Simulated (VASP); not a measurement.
Band structure of Au (fcc). Calculation: revPBE GGA, VASP's PBE PAW potentials (set 64) (plane waves; VASP).

Unless said otherwise, spin-orbit coupling is left out, though it shifts the bands of the heavy elements here.

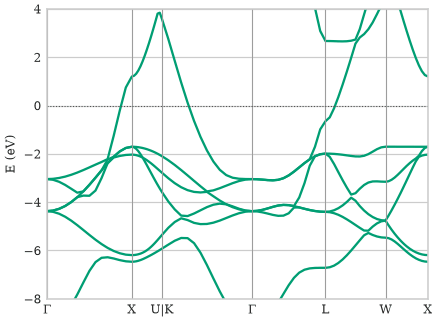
Figure. Bands along high-symmetry lines, zero at the valence-band maximum or, without a gap, the Fermi level

Problem. Read the plot: is there a gap, and where are the band edges?

Solution. It has no gap at this level: it comes out as a metal or semimetal. (Edges off the drawn lines would not show.)

The compound is Au in the fcc structure. It was relaxed first, which changed the volume by +8 %.
